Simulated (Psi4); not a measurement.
# triplet C2F2 at 4 levels

Aim: a comparison of 4 runs (U-revPBE/cc-pVTZ, U-wB97X/cc-pVTZ, UBLYP/cc-pVTZ, USVWN5/cc-pVTZ) of triplet C2F2. 

The calculation is run with Psi4 1.11.

## Step 1: The system as given

The species is C2F2 (4 atoms), meant as a triplet with charge 0. SMILES of the parent species: `FC#CF`. The shape is that of a PBE0-D4/def2-TZVP optimisation. That shape belongs to the parent species and isn't relaxed for this state.

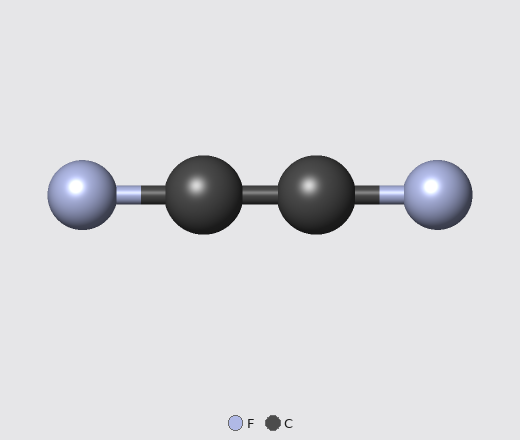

The structure, seen from a chosen angle (fluorine light blue, carbon dark grey).

## Step 2: Energy and gradient at U-revPBE/cc-pVTZ (run 1)

c2f2.xyz

```xyz
4
C2F2
F     -0.136400     0.128000     1.852800
C     -0.033700     0.030200     0.583200
C      0.061400    -0.060400    -0.593400
F      0.164100    -0.158200    -1.863000
```

c2f2.py

```python
import psi4

psi4.set_memory('1600 MB')
psi4.set_num_threads(1)
psi4.core.set_output_file('c2f2.out', False)

with open('c2f2.xyz') as f:
    atoms = ''.join(f.readlines()[2:])
m = psi4.geometry('0 3\n' + atoms + 'symmetry c1\nno_reorient\nno_com')

psi4.set_options({
    'basis': 'cc-pVTZ',
    'reference': 'uks',
    'puream': True,
    'e_convergence': 1e-09,
    'd_convergence': 1e-08,
    'scf_type': 'pk',
    'dft_radial_points': 99,
    'dft_spherical_points': 590,
    'maxiter': 100,
})

e, wfn = psi4.gradient("REVPBE", return_wfn=True)
psi4.oeprop(wfn, "QUADRUPOLE", "DIPOLE", "WIBERG_LOWDIN_INDICES", title="REVPBE")
print('gradient / Eh bohr^-1')
print(e.np.round(6))
print(f'energy = {wfn.energy():.10f} Eh')
for k, v in sorted(psi4.core.scalar_variables().items()):
    print(f'{k:45s} {v:18.10f}')
```

Started as:

```sh
python c2f2.py
```

c2f2.out:

```text
[...]
  Running in c1 symmetry.
[...]
  Nuclear repulsion =   95.510996951943412
[...]
  Multiplicity = 3
[...]
  Nalpha       = 16
  Nbeta        = 14
[...]
    Number of basis functions: 120
[...]
   @UKS iter   1:  -275.28623671711506    3.05219e-01   6.22405e-03 DIIS/ADIIS
[...]
   @UKS iter  10:  -275.55096939292912   -1.08002e-11   5.01854e-09 DIIS
[...]
   @S^2 Observed:                2.002945625E+00
[...]
  @UKS Final Energy:  -275.55096939292912
   => Energetics <=
    Nuclear Repulsion Energy =             95.5109969519434117
    One-Electron Energy =                -568.8615268935291169
    Two-Electron Energy =                 229.4432703000124434
    DFT Exchange-Correlation Energy =     -31.6437097513558854
    Empirical Dispersion Energy =           0.0000000000000000
    VV10 Nonlocal Energy =                  0.0000000000000000
    Total Energy =                       -275.5509693929291188
[...]
  -Total Gradient:
     Atom            X                  Y                   Z
    ------   -----------------  -----------------  -----------------
       1        0.008959609678    -0.008533683129    -0.110800229148
       2        0.013405270775    -0.012769569878    -0.165817999304
       3       -0.013405267152     0.012769566431     0.165817954563
       4       -0.008959613302     0.008533686575     0.110800273889
[...]
 Multipole Moments:
 ------------------------------------------------------------------------------------
     Multipole            Electronic (a.u.)      Nuclear  (a.u.)        Total (a.u.)
 ------------------------------------------------------------------------------------
 L = 1.  Multiply by 2.5417464519 to convert [e a0] to [Debye]
 Dipole X            :         -0.7851812            0.7851812           -0.0000000
 Dipole Y            :          0.8560460           -0.8560459            0.0000000
 Dipole Z            :          0.2891284           -0.2891281            0.0000003
 Magnitude           :                                                    0.0000003
 L = 2.  Multiply by 1.3450342976 to convert [e a0^2] to [Debye ang]
 Quadrupole XX       :        -17.1715040            1.5685468          -15.6029573
 Quadrupole XY       :          1.8989083           -1.4967625            0.4021458
[...]
```

Standard output:

```text
gradient / Eh bohr^-1
[[ 0.00896  -0.008534 -0.1108  ]
 [ 0.013405 -0.01277  -0.165818]
 [-0.013405  0.01277   0.165818]
 [-0.00896   0.008534  0.1108  ]]
energy = -275.5509693929 Eh
CURRENT ENERGY                                   -275.5509693929
CURRENT REFERENCE ENERGY                         -275.5509693929
DD SOLVATION ENERGY                                 0.0000000000
DFT FUNCTIONAL TOTAL ENERGY                      -275.5509693929
DFT TOTAL ENERGY                                 -275.5509693929
DFT VV10 ENERGY                                     0.0000000000
DFT XC ENERGY                                     -31.6437097514
GRID ELECTRONS ALPHA                               15.9999999671
GRID ELECTRONS BETA                                13.9999999670
GRID ELECTRONS TOTAL                               29.9999999341
NUCLEAR REPULSION ENERGY                           95.5109969519
ONE-ELECTRON ENERGY                              -568.8615268935
PCM POLARIZATION ENERGY                             0.0000000000
PE ENERGY                                           0.0000000000
SCF ITERATION ENERGY                             -275.5509693929
SCF ITERATIONS                                     10.0000000000
SCF TOTAL ENERGY                                 -275.5509693929
TWO-ELECTRON ENERGY                               229.4432703000
XC GRID RADIAL POINTS                              99.0000000000
XC GRID SPHERICAL POINTS                          590.0000000000
XC GRID TOTAL POINTS                           223764.0000000000
```

Run time: 23 s. Hardware: 1 thread of Intel Xeon 6975P-C (Granite Rapids), shared host; peak memory 0.74 GiB.

## Step 3: Energy and forces at U-wB97X/cc-pVTZ (run 2)

c2f2.json

```json
{
 "schema_name": "qcschema_input",
 "schema_version": 1,
 "molecule": {
  "schema_name": "qcschema_molecule",
  "schema_version": 2,
  "symbols": ["F", "C", "C", "F"],
  "geometry": [-0.25775864, 0.24188494, 3.50128456, -0.06368377, 0.05706973, 1.10208828, 0.11602918, -0.11413946, -1.12136348, 0.31010406, -0.29895467, -3.52055977],
  "molecular_charge": 0,
  "molecular_multiplicity": 3,
  "fix_symmetry": "c1"
 },
 "driver": "gradient",
 "model": {
  "method": "wb97x",
  "basis": "cc-pVTZ"
 },
 "keywords": {
  "reference": "uks",
  "puream": true,
  "e_convergence": 1e-09,
  "d_convergence": 1e-08,
  "scf_type": "pk",
  "dft_radial_points": 99,
  "dft_spherical_points": 590,
  "maxiter": 100,
  "scf_properties": ["MULLIKEN_CHARGES", "LOWDIN_CHARGES", "WIBERG_LOWDIN_INDICES"]
 }
}
```

Started as:

```sh
psi4 --qcschema c2f2.json -n 1 --memory 1600MB
```

stdout:

```text
[...]
  Running in c1 symmetry.
[...]
  Nuclear repulsion =   95.510997052494545
[...]
  Multiplicity = 3
[...]
  Nalpha       = 16
  Nbeta        = 14
[...]
    Number of basis functions: 120
[...]
   @UKS iter   1:  -275.48201918798998   -1.81645e-01   2.91579e-03 ADIIS/DIIS
[...]
   @UKS iter  11:  -275.54003459229079   -1.88720e-11   3.88112e-09 DIIS
[...]
   @S^2 Observed:                2.005447780E+00
[...]
  @UKS Final Energy:  -275.54003459229079
   => Energetics <=
    Nuclear Repulsion Energy =             95.5109970524945453
    One-Electron Energy =                -568.8939825190770989
    Two-Electron Energy =                 220.6816497021123098
    DFT Exchange-Correlation Energy =     -22.8386988278205436
    Empirical Dispersion Energy =           0.0000000000000000
    VV10 Nonlocal Energy =                  0.0000000000000000
    Total Energy =                       -275.5400345922907945
[...]
 Multipole Moments:
 ------------------------------------------------------------------------------------
     Multipole            Electronic (a.u.)      Nuclear  (a.u.)        Total (a.u.)
 ------------------------------------------------------------------------------------
 L = 1.  Multiply by 2.5417464519 to convert [e a0] to [Debye]
 Dipole X            :          0.0000000           -0.0000000            0.0000000
 Dipole Y            :          0.0000000           -0.0000000            0.0000000
 Dipole Z            :         -0.0000008            0.0000000           -0.0000008
 Magnitude           :                                                    0.0000008
[...]
  Mulliken Charges: (a.u.)
   Center  Symbol    Alpha    Beta     Spin     Total
       1     F     4.55372  4.41636  0.13736  0.02991
       2     C     3.44628  2.58364  0.86264 -0.02991
       3     C     3.44628  2.58364  0.86264 -0.02991
       4     F     4.55372  4.41636  0.13736  0.02991
   Total alpha = 16.00000, Total beta = 14.00000, Total charge = -0.00000
  Lowdin Charges: (a.u.)
   Center  Symbol    Alpha    Beta     Spin     Total
       1     F     4.42869  4.20946  0.21922  0.36185
       2     C     3.57131  2.79054  0.78078 -0.36185
[...]
  -Total Gradient:
     Atom            X                  Y                   Z
    ------   -----------------  -----------------  -----------------
       1       -0.000003882852    -0.000001223107    -0.096958393382
       2       -0.000005865355    -0.000002266304    -0.170751289369
       3        0.000005867306     0.000002271076     0.170751447663
       4        0.000003880901     0.000001218335     0.096958235098
[...]
```

The result, in JSON:

```text
{
 "driver": "gradient",
 "model": {
  "method": "wb97x",
  "basis": "cc-pVTZ"
 },
 "success": true,
 "return_result": [-3.882851695876873e-06, -1.2231067962339813e-06, -0.0969583933823416, -5.865354604507484e-06, -2.266304325261701e-06, -0.17075128936862974, 5.867305872047559e-06, 2.271076110714038e-06, 0.170751447663122, 3.8809005059862005e-06, 1.2183352202778845e-06, 0.0969582350977784],
 "properties": {
  "calcinfo_nbasis": 120,
  "calcinfo_nmo": 120,
  "calcinfo_nalpha": 16,
  "calcinfo_nbeta": 14,
  "calcinfo_natom": 4,
  "nuclear_repulsion_energy": 95.51099705249455,
  "return_energy": -275.5400345922908,
  "return_gradient": [-3.882851695876873e-06, -1.2231067962339813e-06, -0.0969583933823416, -5.865354604507484e-06, -2.266304325261701e-06, -0.17075128936862974, 5.867305872047559e-06, 2.271076110714038e-06, 0.170751447663122, 3.8809005059862005e-06, 1.2183352202778845e-06, 0.0969582350977784],
  "scf_one_electron_energy": -568.8939825190771,
  "scf_two_electron_energy": 220.6816497021123,
  "scf_xc_energy": -22.838698827820544,
  "scf_dipole_moment": [7.49115918853105e-09, 1.658445277987669e-08, -7.683410085945752e-07],
  "scf_total_energy": -275.5400345922908,
  "scf_total_gradient": [-3.882851695876873e-06, -1.2231067962339813e-06, -0.0969583933823416, -5.865354604507484e-06, -2.266304325261701e-06, -0.17075128936862974, 5.867305872047559e-06, 2.271076110714038e-06, 0.170751447663122, 3.8809005059862005e-06, 1.2183352202778845e-06, 0.0969582350977784],
  "scf_iterations": 11
 }
}
```

Run time: 37 s. Hardware: 1 thread of Intel Xeon 6975P-C (Granite Rapids), shared host; peak memory 0.94 GiB.

Run 3 isn't shown in full; the table further down has it.

## Step 4: Energy and gradient at USVWN5/cc-pVTZ (run 4)

c2f2.xyz is that of step 2.

job.py

```python
import psi4

psi4.set_memory(1600000000)
psi4.set_num_threads(1)
psi4.set_output_file('run.log', False)

with open('c2f2.xyz') as f:
    atoms = ''.join(f.readlines()[2:])
m = psi4.geometry('0 3\n' + atoms + 'symmetry c1\nno_reorient\nno_com')

psi4.set_options({
    'basis': 'cc-pVTZ',
    'reference': 'uks',
    'puream': True,
    'e_convergence': 1e-09,
    'd_convergence': 1e-08,
    'scf_type': 'pk',
    'dft_radial_points': 99,
    'dft_spherical_points': 590,
    'maxiter': 100,
})

E, wfn = psi4.gradient("scf", dft_functional={"name": "SVWN5", "x_functionals": {"LDA_X": {}}, "c_functionals": {"LDA_C_VWN": {}}}, molecule=m, return_wfn=True)
psi4.oeprop(wfn, "MULLIKEN_CHARGES", "DIPOLE", "MAYER_INDICES")
print('gradient / Eh bohr^-1')
print(E.np.round(6))
print(f'energy = {wfn.energy():.10f} Eh')
```

Started as:

```sh
python job.py
```

run.log:

```text
[...]
  Running in c1 symmetry.
[...]
  Nuclear repulsion =   95.510996951943412
[...]
  Multiplicity = 3
[...]
  Nalpha       = 16
  Nbeta        = 14
[...]
    Number of basis functions: 120
[...]
   @UKS iter   1:  -273.39541066383708    3.49434e-01   6.59786e-03 ADIIS/DIIS
[...]
   @UKS iter  14:  -273.68517584788935   -2.44427e-11   7.13776e-09 DIIS
[...]
   @S^2 Observed:                2.001214510E+00
[...]
  @UKS Final Energy:  -273.68517584788935
   => Energetics <=
    Nuclear Repulsion Energy =             95.5109969519434117
    One-Electron Energy =                -568.5293362201036871
    Two-Electron Energy =                 228.9973621287632568
    DFT Exchange-Correlation Energy =     -29.6641987084923322
    Empirical Dispersion Energy =           0.0000000000000000
    VV10 Nonlocal Energy =                  0.0000000000000000
    Total Energy =                       -273.6851758478893544
[...]
  -Total Gradient:
     Atom            X                  Y                   Z
    ------   -----------------  -----------------  -----------------
       1        0.006990544008    -0.006659184792    -0.086473997487
       2        0.013434152457    -0.012794351309    -0.166105670024
       3       -0.013434132507     0.012794332355     0.166105424512
       4       -0.006990563958     0.006659203746     0.086474242999
[...]
 Multipole Moments:
 ------------------------------------------------------------------------------------
     Multipole            Electronic (a.u.)      Nuclear  (a.u.)        Total (a.u.)
 ------------------------------------------------------------------------------------
 L = 1.  Multiply by 2.5417464519 to convert [e a0] to [Debye]
 Dipole X            :         -0.7851814            0.7851812           -0.0000001
 Dipole Y            :          0.8560461           -0.8560459            0.0000001
 Dipole Z            :          0.2891300           -0.2891281            0.0000019
 Magnitude           :                                                    0.0000019
[...]
  Mulliken Charges: (a.u.)
   Center  Symbol    Alpha    Beta     Spin     Total
       1     F     4.51767  4.38722  0.13044  0.09511
       2     C     3.48233  2.61278  0.86955 -0.09511
       3     C     3.48233  2.61278  0.86956 -0.09511
       4     F     4.51767  4.38722  0.13044  0.09511
   Total alpha = 16.00000, Total beta = 14.00000, Total charge = -0.00000
  Mayer Bond Indices:
  Total Bond Index:
  Irrep: 1 Size: 4 x 4
[...]
```

On the terminal:

```text
gradient / Eh bohr^-1
[[ 0.006991 -0.006659 -0.086474]
 [ 0.013434 -0.012794 -0.166106]
 [-0.013434  0.012794  0.166105]
 [-0.006991  0.006659  0.086474]]
energy = -273.6851758479 Eh
```

Wall time 21 s (1 thread of Intel Xeon 6975P-C (Granite Rapids), shared host); peak memory 0.72 GiB.

## Step 5: Overview of the runs

```tsv
run	level	task	energy (Eh)	dipole moment (D)	HOMO energy (eV)	⟨S²⟩	wall time
1	U-revPBE/cc-pVTZ	gradient	-275.550969	0.00	-0.98	2.003	23 s
2	U-wB97X/cc-pVTZ	gradient	-275.540035	0.00	-4.00	2.005	37 s
3	UBLYP/cc-pVTZ	energy	-275.604994	0.00	-0.94	2.002	15 s
4	USVWN5/cc-pVTZ	gradient	-273.685176	0.00	-1.12	2.001	21 s
```

## Step 6: What came out

```
                                 quantity          value
                      run 4: total energy  -273.68518 Eh
                     run 4: dipole moment         0.00 D
run 4: HOMO energy (highest over α and β)       -1.12 eV
                              run 4: ⟨S²⟩          2.001
          run 4: largest force on an atom     8.595 eV/Å
```

What this shows: Totals of different functionals can't be ranked against each other. All runs together took 96 s, the longest 37 s.
